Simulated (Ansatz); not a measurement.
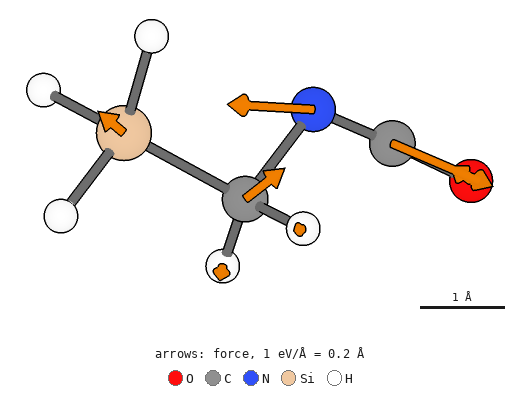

Starting geometry of C₂H₅NOSi with the computed forces as orange arrows. A ball-and-stick model, seen at a tilt.

The run prepares an end point of a later path (torsion) calculation, from a guessed geometry.

All numbers below come from RKS CAM-B3LYP/def2-SVP in Ansatz 0.2.0.

Input
```yaml
crystal:
  periodic: [false, false, false]
  atoms:
    - { symbol: O, position_ang: [-1.8247, -2.8384, -0.5258] }
    - { symbol: C, position_ang: [-1.4303, -1.8212, -0.059] }
    - { symbol: "N", position_ang: [-1.0039, -0.8412, 0.3956] }
    - { symbol: C, position_ang: [0.1679, -0.2199, -0.4075] }
    - { symbol: Si, position_ang: [0.7287, 1.2985, 0.4345] }
    - { symbol: H, position_ang: [-0.2882, 0.0601, -1.3966] }
    - { symbol: H, position_ang: [0.9531, -0.9302, -0.5364] }
    - { symbol: H, position_ang: [1.3336, 0.9909, 1.7785] }
    - { symbol: H, position_ang: [-0.3568, 2.3225, 0.6615] }
    - { symbol: H, position_ang: [1.8037, 1.9277, -0.342] }
basis:
  gaussian: { orbitals: def2-SVP }
hamiltonian:
  xc: cam_b3lyp
relax:
  f_tol: 0.015
  max_steps: 40
```

Launched with:
```bash
ansatz run input.yaml --threads 2 --pin off --max-ram 3072MiB --backend cpu --events-out ev --progress --plain --runs-dir out
```

What follows when this structure is relaxed?

Answer. It isn't relaxed: the largest force vector, on C2, is 7.65 eV/Å. The final displacements have little in common with the starting forces (cosine between the two patterns −0.02). The atom that moves furthest after the best rigid fit is O1 (1.28 Å). By element the largest moves are O 1.28 Å, N 0.86 Å, H 0.62 Å, C 0.42 Å, Si 0.16 Å. Among the contacts that change: N3–C4 1.551 → 1.429 Å, C4–Si5 1.825 → 1.903 Å, C4–H7 1.067 → 1.104 Å, C2–N3 1.161 → 1.193 Å. Bond angles that change, for instance: C2–N3–C4 114.4° → 149.7°, H6–C4–H7 111.0° → 106.2°, N3–C4–H6 104.4° → 109.1°. Groups turn about N3–C4 by about 100°. Over 27 accepted moves (31 points after the start) the energy falls by 63.6 kJ/mol. The largest force component goes from 6.6 to 0.013 eV/Å. The line search rejected the trial steps at points 8, 10, 13, 18 of the run. The forces were under the threshold at step 9, but the run went on from there.
